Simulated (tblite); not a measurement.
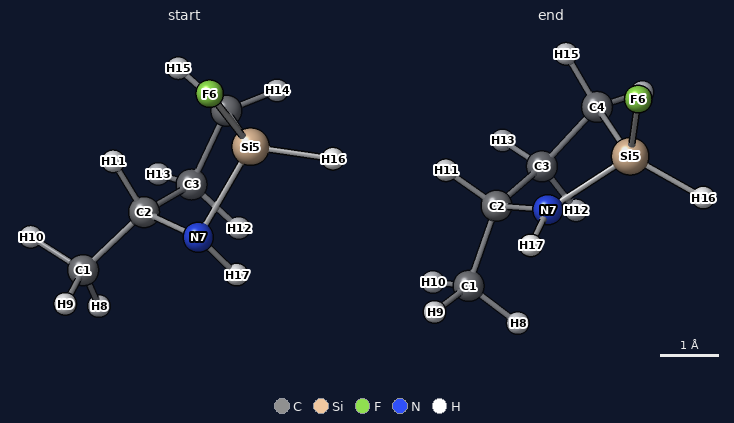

The structure of C4H10FNSi before (left) and after (right) a relaxation, at one scale.

Style: ball-and-stick. Shown from a free direction.

The calculation used tblite 0.8.0, GFN2-xTB geometry optimisation, gas phase. 

Summarise the run.

Answer. The largest move after the best rigid fit is that of H17, 1.88 Å. Largest moves by element: H 1.88 Å, F 1.07 Å, N 0.57 Å, C 0.43 Å, Si 0.30 Å. Some distances before and after: Si5–N7 1.816 → 1.700 Å, Si5–F6 1.665 → 1.619 Å, N7–H17 1.048 → 1.005 Å, C1–H10 1.117 → 1.087 Å. Among the angles between lasting bonds that change: Si5–N7–H17 104.2° → 128.1°, C2–N7–Si5 96.1° → 116.7°, F6–Si5–H16 113.9° → 103.3°. Groups turn about C2–C3 by about 40°, C1–C2 by about 30°. After 103 geometry steps the energy has fallen by 101.7 kJ/mol.
